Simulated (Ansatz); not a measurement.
# Sn3Se2S: what the fields show

```
CELL_PARAMETERS angstrom
4.24139 0.00000 0.00000
0.00000 4.24139 0.00000
0.00000 0.00000 17.96979
ATOMIC_POSITIONS crystal
Sn 0.00000 0.00000 0.00000
Sn 0.50000 0.50000 0.50000
Sn 0.00000 0.00000 0.33748
Sn 0.50000 0.50000 0.83748
Sn 0.50000 0.50000 0.16252
Sn 0.00000 0.00000 0.66252
Se 0.50000 0.50000 0.33320
Se 0.00000 0.00000 0.83320
Se 0.00000 0.00000 0.16680
Se 0.50000 0.50000 0.66680
S 0.50000 0.50000 0.00000
S 0.00000 0.00000 0.50000
```

Space group I4/mmm; a structure generated by program, which may or may not match a known phase.

Level of theory: Ansatz 0.2.0, DFT PBE, scalar-relativistic, plane waves, PAW.

In a PAW calculation such maps are meaningful between the atoms, not at the nuclei.

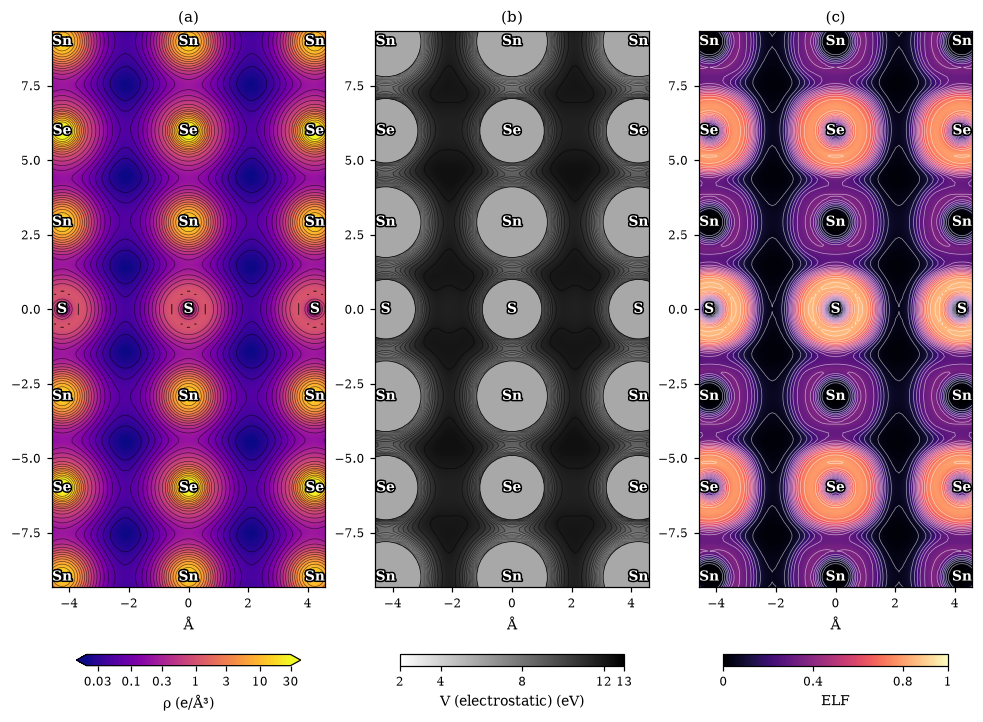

Figure 1. (a) valence charge density (pseudo); (b) electrostatic potential energy of an electron; (c) ELF on the (010) plane of the conventional cell. Grey discs cover the atomic cores in the potential map.

### Describe what can be read from this map.

Atoms in the plane: Sn, Se and S. Sn–S (2.92 Å): ρ at the midpoint is about 0.23 e/Å³; the ELF peaks at about 0.85 in the valence shell of S, 0.8 Å from its nucleus, and drops to about 0.30 between the two atoms. Sn–Se (3.00 Å): the density is about 0.23 e/Å³ at the midpoint; the ELF is about 0.40 at the midpoint. Sn–Se (3.07 Å): ρ is about 0.21 e/Å³ halfway; the ELF is about 0.35 at the midpoint. Between the atoms the lowest density in this plane is 0.02 e/Å³. Outside the cores the potential energy rises away from the atoms and is highest about 2.6 Å from the nearest atoms; its zero is arbitrary.

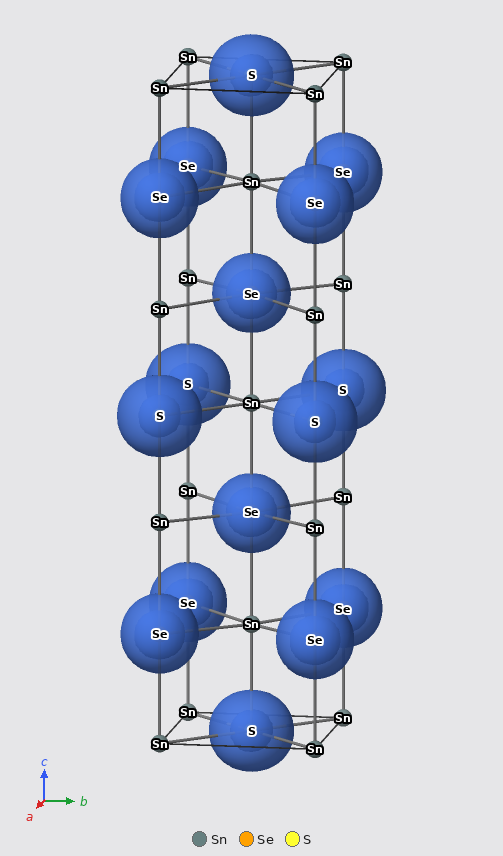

Figure 2. Isosurface of the electron localisation function at 0.75 (blue), seen slightly off an axis. Core shells and regions of very low density are left out. Sticks mark near contacts.

### What do the ELF domains correspond to?

At this value the surface marks out two regions wrapped around S (the valence shell of each) and four regions wrapped around Se (the valence shell of each), counted in one cell of 12 atoms. Any copies at cell faces, edges or corners count once.

### Which way does charge flow, and how much by Bader's partition?

Electrons move from Sn towards Se and S. Bader charges: Sn +0.89 to +0.96, Se −0.87 and S −1.00 e.
